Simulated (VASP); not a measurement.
Input:

```yaml
crystal:
  lattice:
    - [3.97911, 0.00000, 0.00000]
    - [0.00000, 3.97911, 0.00000]
    - [0.00000, 0.00000, 3.97911]
  atoms:
    - { symbol: Tl, position: [0.00000, 0.00000, 0.00000] }
    - { symbol: Br, position: [0.50000, 0.50000, 0.50000] }
```

Calculation: PBE GGA with D3 dispersion (Becke-Johnson damping), VASP's PBE PAW potentials (set 64) (plane waves; VASP 6.6.1). Settings: 520 eV cut-off, 8×8×8 Γ-centred mesh, tetrahedra with Blöchl corrections, potentials Tl_d Br.

Unless said otherwise, spin-orbit coupling is left out, though it shifts the bands of the heavy elements here.

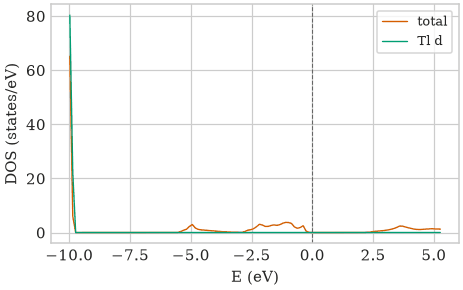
Total and projected density of states, zero at the valence-band maximum

Within 2 eV below the valence-band maximum the largest weight inside VASP's projection spheres is Br p.

The gap is direct, 1.86 eV, from the valence maximum at X to the conduction minimum at X.

The compound is TlBr in the CsCl type structure. It was relaxed first.
